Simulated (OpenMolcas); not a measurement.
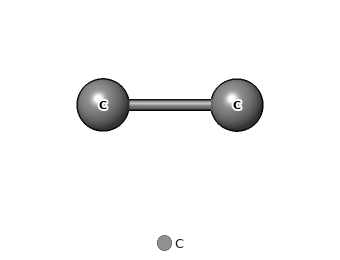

The molecule at the reference distance of 1.408 Å.

Run report: C₂⁺, relativistic diatomic calculation (part 1 of 2)

System: C₂⁺.
Method: SA-CASSCF(7,8)/XMS-CASPT2 + RASSI spin-orbit (X2C scalar, AMFI), ANO-RCC-VTZP (OpenMolcas).

**Log (extracts)**
```
++    Wave function specifications:
      Number of closed shell electrons           4
      Number of electrons in active shells       7
      Number of inactive orbitals                2
      Number of active orbitals                  8
      Number of secondary orbitals              50
      Spin quantum number                      1.5
      State symmetry                             1
++    Orbital specifications:
      Symmetry species                           1   2
                                                 a   b
      Frozen orbitals                            0   0
      Inactive orbitals                          2   0
      Active orbitals                            4   4
      RAS2 orbitals                              4   4
      Secondary orbitals                        26  24
      Number of basis functions                 32  28
      printout of CI-coefficients larger than  0.15 for root  1
      energy=     -75.266917
      conf/sym  1111 2222     Coeff  Weight
            99  02u2 0uu0   0.18491 0.03419
           100  02u2 u00u  -0.18491 0.03419
           120  0u22 00uu   0.92655 0.85849
      printout of CI-coefficients larger than  0.15 for root  2
      energy=     -75.179254
      conf/sym  1111 2222     Coeff  Weight
           102  02u2 00uu   0.85927 0.73835
           117  0u22 0uu0   0.30362 0.09219
           118  0u22 u00u  -0.30362 0.09219
      printout of CI-coefficients larger than  0.15 for root  3
      energy=     -75.052638
      conf/sym  1111 2222     Coeff  Weight
           116  0u22 u0u0   0.67348 0.45358
           119  0u22 0u0u  -0.67348 0.45358
      printout of CI-coefficients larger than  0.15 for root  4
      energy=     -75.052638
      conf/sym  1111 2222     Coeff  Weight
           117  0u22 0uu0   0.67348 0.45358
           118  0u22 u00u   0.67348 0.45358
      printout of CI-coefficients larger than  0.15 for root  5
      energy=     -75.049300
      conf/sym  1111 2222     Coeff  Weight
           116  0u22 u0u0  -0.66906 0.44764
           119  0u22 0u0u  -0.66906 0.44764
      Natural orbitals and occupation numbers for root  1
      sym 1:   0.024496   1.051953   1.859504   1.974201
      sym 2:   0.080463   0.080463   0.964460   0.964460
      Natural orbitals and occupation numbers for root  2
      sym 1:   0.029365   1.727452   1.185860   1.976211
      sym 2:   0.137465   0.137465   0.903091   0.903091
      Natural orbitals and occupation numbers for root  3
      sym 1:   0.026058   0.985163   1.888821   1.968803
      sym 2:   0.522003   0.522003   0.543574   0.543574
      Natural orbitals and occupation numbers for root  4
      sym 1:   0.026058   0.985163   1.888821   1.968803
      sym 2:   0.522003   0.522003   0.543574   0.543574
      Natural orbitals and occupation numbers for root  5
      sym 1:   0.025977   0.983244   1.860216   1.966478
      sym 2:   0.521573   0.521573   0.560470   0.560470
      RASSCF energy for state  5                    -75.04929975
::    RASSCF root number  1 Total energy:    -75.26691734
::    RASSCF root number  2 Total energy:    -75.17925426
::    RASSCF root number  3 Total energy:    -75.05263808
::    RASSCF root number  4 Total energy:    -75.05263808
::    RASSCF root number  5 Total energy:    -75.04929975
      Von Neumann Entropy (Root   1) =  2.06933
++    Wave function specifications:
      Number of closed shell electrons           0
      Number of electrons in active shells       7
      Number of inactive orbitals                0
      Number of active orbitals                  8
      Number of secondary orbitals              50
      Spin quantum number                      1.5
      State symmetry                             1
      Number of CSFs                           672
      Number of CASSCF root(s) available         5
      CASPT2 state passed to geometry opt.       5
      A file JOBMIX will be created
      This is a MULTI-STATE CASSCF reference
      Number of CI roots used                    5
      These are:                                 1   2   3   4   5
      Off-diagonal elements of Heff are computed
  FINAL CASPT2 RESULT:
      Reference energy:         -75.2669173352
      E2 (Non-variational):      -0.1090094193
      Shift correction:          -0.0007259731
      E2 (Variational):          -0.1097353925
      Total energy:             -75.3766527277
      Reference weight:           0.96322
  FINAL CASPT2 RESULT:
      Reference energy:         -75.1792542643
      E2 (Non-variational):      -0.1048091810
      Shift correction:          -0.0007594039
      E2 (Variational):          -0.1055685849
      Total energy:             -75.2848228493
      Reference weight:           0.96460
  FINAL CASPT2 RESULT:
      Reference energy:         -75.0526380769
      E2 (Non-variational):      -0.1171062511
      Shift correction:          -0.0009275468
      E2 (Variational):          -0.1180337979
      Total energy:             -75.1706718749
      Reference weight:           0.95829
  FINAL CASPT2 RESULT:
      Reference energy:         -75.0526380769
      E2 (Non-variational):      -0.1170052981
      Shift correction:          -0.0009256692
      E2 (Variational):          -0.1179309672
      Total energy:             -75.1705690441
      Reference weight:           0.95832
  FINAL CASPT2 RESULT:
      Reference energy:         -75.0492997519
      E2 (Non-variational):      -0.1162945843
      Shift correction:          -0.0009117091
      E2 (Variational):          -0.1172062933
      Total energy:             -75.1665060453
      Reference weight:           0.95877
       Total XMS-CASPT2 energies:
::    XMS-CASPT2 Root  1     Total energy:    -75.37665273
::    XMS-CASPT2 Root  2     Total energy:    -75.28482285
::    XMS-CASPT2 Root  3     Total energy:    -75.17067188
::    XMS-CASPT2 Root  4     Total energy:    -75.17056904
::    XMS-CASPT2 Root  5     Total energy:    -75.16650605
++    Wave function specifications:
      Number of closed shell electrons           4
      Number of electrons in active shells       7
      Number of inactive orbitals                2
      Number of active orbitals                  8
      Number of secondary orbitals              50
      Spin quantum number                      0.5
      State symmetry                             2
      printout of CI-coefficients larger than  0.15 for root  1
      energy=     -75.241831
      conf/sym  1111 2222     Coeff  Weight
           398  0202 002u  -0.32630 0.10647
           453  0022 200u  -0.16260 0.02644
           458  0022 002u   0.84704 0.71748
           811  0uu2 d0du   0.19189 0.03682
      printout of CI-coefficients larger than  0.15 for root  2
      energy=     -75.241831
      conf/sym  1111 2222     Coeff  Weight
           404  0202 00u2   0.32630 0.10647
           449  0022 02u0  -0.16260 0.02644
           464  0022 00u2  -0.84704 0.71748
           818  0uu2 0dud   0.16381 0.02684
      printout of CI-coefficients larger than  0.15 for root  3
      energy=     -75.172225
      conf/sym  1111 2222     Coeff  Weight
            40  0222 000u   0.93052 0.86587
           398  0202 002u  -0.19771 0.03909
      printout of CI-coefficients larger than  0.15 for root  4
      energy=     -75.172225
      conf/sym  1111 2222     Coeff  Weight
            39  0222 00u0  -0.93052 0.86587
           404  0202 00u2  -0.19771 0.03909
      printout of CI-coefficients larger than  0.15 for root  5
      energy=     -75.147323
      conf/sym  1111 2222     Coeff  Weight
           400  0202 u0ud   0.16743 0.02803
           438  0ud2 002u   0.15219 0.02316
           452  0022 0u20   0.33143 0.10984
           460  0022 u0ud  -0.31370 0.09841
           813  0uu2 200d   0.17346 0.03009
           821  0uu2 002d  -0.77793 0.60517
      printout of CI-coefficients larger than  0.15 for root  6
      energy=     -75.147323
      conf/sym  1111 2222     Coeff  Weight
           397  0202 0udu   0.17756 0.03153
           444  0ud2 00u2  -0.15219 0.02316
           457  0022 0udu  -0.29698 0.08820
           462  0022 u002   0.33143 0.10984
           807  0uu2 02d0   0.17346 0.03009
           824  0uu2 00d2   0.77793 0.60517
      Natural orbitals and occupation numbers for root  1
      sym 1:   0.018666   0.349325   1.641234   1.972990
      sym 2:   0.167835   0.072738   1.828132   0.949081
      Natural orbitals and occupation numbers for root  2
      sym 1:   0.018666   0.349325   1.641234   1.972990
      sym 2:   0.072738   0.167835   0.949081   1.828132
      Natural orbitals and occupation numbers for root  3
      sym 1:   0.027648   1.920594   1.850198   1.973361
      sym 2:   0.059053   0.047276   0.125572   0.996297
      Natural orbitals and occupation numbers for root  4
      sym 1:   0.027648   1.920594   1.850199   1.973361
      sym 2:   0.047276   0.059053   0.996297   0.125571
      Natural orbitals and occupation numbers for root  5
      sym 1:   0.025085   0.831952   1.165713   1.965603
      sym 2:   0.260185   0.182626   1.738821   0.830016
      Natural orbitals and occupation numbers for root  6
      sym 1:   0.025085   0.831951   1.165713   1.965603
      sym 2:   0.182627   0.260186   0.830016   1.738820
      RASSCF energy for state  6                    -75.14732267
::    RASSCF root number  1 Total energy:    -75.24183097
::    RASSCF root number  2 Total energy:    -75.24183097
::    RASSCF root number  3 Total energy:    -75.17222476
::    RASSCF root number  4 Total energy:    -75.17222475
::    RASSCF root number  5 Total energy:    -75.14732267
::    RASSCF root number  6 Total energy:    -75.14732267
      Von Neumann Entropy (Root   1) =  1.85872
++    Wave function specifications:
      Number of closed shell electrons           0
      Number of electrons in active shells       7
      Number of inactive orbitals                0
      Number of active orbitals                  8
      Number of secondary orbitals              50
      Spin quantum number                      0.5
      State symmetry                             2
      Number of CSFs                          1176
      Number of CASSCF root(s) available         6
      CASPT2 state passed to geometry opt.       6
      A file JOBMIX will be created
      This is a MULTI-STATE CASSCF reference
      Number of CI roots used                    6
      These are:                                 1   2   3   4   5   6
      Off-diagonal elements of Heff are computed
  FINAL CASPT2 RESULT:
      Reference energy:         -75.2418309669
      E2 (Non-variational):      -0.1067152501
      Shift correction:          -0.0007933649
      E2 (Variational):          -0.1075086150
      Total energy:             -75.3493395819
      Reference weight:           0.96240
  FINAL CASPT2 RESULT:
      Reference energy:         -75.2418309661
      E2 (Non-variational):      -0.1067152612
      Shift correction:          -0.0007933651
      E2 (Variational):          -0.1075086262
      Total energy:             -75.3493395924
      Reference weight:           0.96240
  FINAL CASPT2 RESULT:
      Reference energy:         -75.1722247555
      E2 (Non-variational):      -0.1268771192
      Shift correction:          -0.0011619647
      E2 (Variational):          -0.1280390839
      Total energy:             -75.3002638394
      Reference weight:           0.95288
  FINAL CASPT2 RESULT:
      Reference energy:         -75.1722247517
      E2 (Non-variational):      -0.1268771258
      Shift correction:          -0.0011619649
      E2 (Variational):          -0.1280390907
      Total energy:             -75.3002638424
      Reference weight:           0.95288
  FINAL CASPT2 RESULT:
      Reference energy:         -75.1473226664
      E2 (Non-variational):      -0.1097613968
      Shift correction:          -0.0010724406
      E2 (Variational):          -0.1108338374
      Total energy:             -75.2581565038
      Reference weight:           0.95873
  FINAL CASPT2 RESULT:
      Reference energy:         -75.1473226653
      E2 (Non-variational):      -0.1097613845
      Shift correction:          -0.0010724420
      E2 (Variational):          -0.1108338265
      Total energy:             -75.2581564918
      Reference weight:           0.95873
       Total XMS-CASPT2 energies:
::    XMS-CASPT2 Root  1     Total energy:    -75.35105419
::    XMS-CASPT2 Root  2     Total energy:    -75.35105418
::    XMS-CASPT2 Root  3     Total energy:    -75.29854924
::    XMS-CASPT2 Root  4     Total energy:    -75.29854924
::    XMS-CASPT2 Root  5     Total energy:    -75.25815650
::    XMS-CASPT2 Root  6     Total energy:    -75.25815649
++    Wave function specifications:
      Number of closed shell electrons           4
      Number of electrons in active shells       7
      Number of inactive orbitals                2
      Number of active orbitals                  8
      Number of secondary orbitals              50
      Spin quantum number                      0.5
      State symmetry                             1
      printout of CI-coefficients larger than  0.15 for root  1
      energy=     -75.209767
      conf/sym  1111 2222     Coeff  Weight
           320  0u22 00du  -0.46720 0.21827
           323  0u22 00ud  -0.80921 0.65482
      printout of CI-coefficients larger than  0.15 for root  2
      energy=     -75.209767
      conf/sym  1111 2222     Coeff  Weight
           317  0u22 0020  -0.66072 0.43655
           324  0u22 0002   0.66072 0.43655
      printout of CI-coefficients larger than  0.15 for root  3
      energy=     -75.198868
      conf/sym  1111 2222     Coeff  Weight
           317  0u22 0020   0.64264 0.41299
           324  0u22 0002   0.64264 0.41299
          1013  0u02 0022  -0.21176 0.04484
      printout of CI-coefficients larger than  0.15 for root  4
      energy=     -75.195551
      conf/sym  1111 2222     Coeff  Weight
           320  0u22 00du  -0.81496 0.66416
           323  0u22 00ud   0.47052 0.22139
      printout of CI-coefficients larger than  0.15 for root  5
      energy=     -75.105621
      conf/sym  1111 2222     Coeff  Weight
           269  02u2 0020  -0.31479 0.09909
           276  02u2 0002  -0.31479 0.09909
           995  0u02 0d2u  -0.15177 0.02303
          1009  0u02 d0u2   0.15177 0.02303
          1048  00u2 0022  -0.75072 0.56359
      printout of CI-coefficients larger than  0.15 for root  6
      energy=     -75.094280
      conf/sym  1111 2222     Coeff  Weight
           272  02u2 00du   0.43114 0.18588
           275  02u2 00ud   0.74675 0.55764
           316  0u22 0ud0  -0.27987 0.07833
           321  0u22 u00d  -0.27987 0.07833
      printout of CI-coefficients larger than  0.15 for root  7
      energy=     -75.094280
      conf/sym  1111 2222     Coeff  Weight
           269  02u2 0020  -0.60972 0.37176
           276  02u2 0002   0.60972 0.37176
           315  0u22 u0d0   0.27987 0.07833
           322  0u22 0u0d  -0.27987 0.07833
      Natural orbitals and occupation numbers for root  1
      sym 1:   0.025748   1.023057   1.893799   1.975133
      sym 2:   0.082039   0.082038   0.959093   0.959093
      Natural orbitals and occupation numbers for root  2
      sym 1:   0.025748   1.023057   1.893799   1.975133
      sym 2:   0.082039   0.082038   0.959093   0.959092
      Natural orbitals and occupation numbers for root  3
      sym 1:   0.026427   1.013513   1.823803   1.960059
      sym 2:   0.081618   0.081618   1.006481   1.006482
      Natural orbitals and occupation numbers for root  4
      sym 1:   0.036260   1.015906   1.900346   1.972591
      sym 2:   0.064854   0.064854   0.972594   0.972594
      Natural orbitals and occupation numbers for root  5
      sym 1:   0.027528   0.544625   1.012676   1.937553
      sym 2:   0.151799   0.151798   1.587011   1.587011
      Natural orbitals and occupation numbers for root  6
      sym 1:   0.034293   1.743086   1.173608   1.SPIN-FREE ENERGIES:
  (Shifted by EMIN (a.u.) =        -75.3766527277)
 SF State       Relative EMIN(au)   Rel lowest level(eV)    D:o, cm**(-1)      Abs_M
     1             0.0000000000        0.0000000000              0.0000         0.0
     6             0.0255985379        0.6965717032           5618.2297         1.0
     7             0.0255985483        0.6965719852           5618.2320         1.0
    12             0.0475934942        1.2950849536          10445.5646         2.0
    13             0.0478357791        1.3016778610          10498.7400         2.0
    14             0.0582022558        1.5837640616          12773.9186         0.0
    19             0.0628007604        1.7088957485          13783.1737         1.0
    20             0.0628007604        1.7088957485          13783.1737         1.0
    15             0.0636499504        1.7320033855          13969.5494         0.0
     8             0.0781034827        2.1253040362          17141.7331         1.0
     9             0.0781034859        2.1253041213          17141.7338         1.0
     2             0.0918298784        2.4988182907          20154.3287         0.0
    10             0.1184962239        3.2244465163          26006.9151         1.0
    11             0.1184962359        3.2244468432          26006.9177         1.0
    16             0.1515247875        4.1231995181          33255.8469         0.0
    17             0.1596827800        4.3451898031          35046.3193         2.0
    18             0.1600726622        4.3557990385          35131.8885         2.0
    23             0.1619793810        4.4076835013          35550.3649         1.0
    24             0.1619793835        4.4076835682          35550.3655         1.0
    21             0.1914556452        5.2097735100          42019.6571         1.0
    22             0.1914556452        5.2097735100          42019.6571         1.0
     3             0.2059808496        5.6050244590          45207.5710         2.0
     4             0.2060836867        5.6078227991          45230.1412         2.0
     5             0.2101466824        5.7183825440          46121.8657         0.0
```

(Continued in part 2.) Outcome of the run: converged; components of a degenerate state are split by 86 cm⁻¹.
